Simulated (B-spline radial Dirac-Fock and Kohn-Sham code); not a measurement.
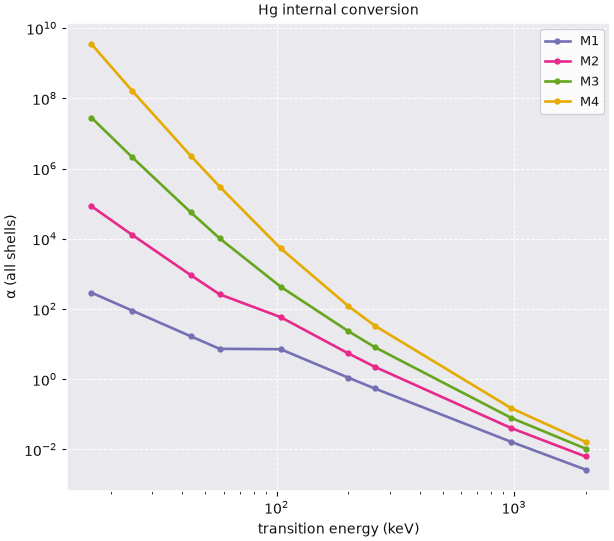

Total internal conversion coefficients against transition energy, at the marked points and joined by straight lines (also across edges). The total sums all shells and leaves out internal pair formation. Species: mercury (Z = 80). Method: a Dirac–Hartree–Slater potential of the neutral atom, no hole, surface-current nucleus (computed with a B-spline radial code).

### Above what energy does an M1 transition emit more photons than conversion electrons?

Between 200 and 259 keV, where α drops through 1.

### How do the multipoles rank at 972 keV?

M4 (0.150), M3 (0.0794), M2 (0.0406), M1 (0.0165).
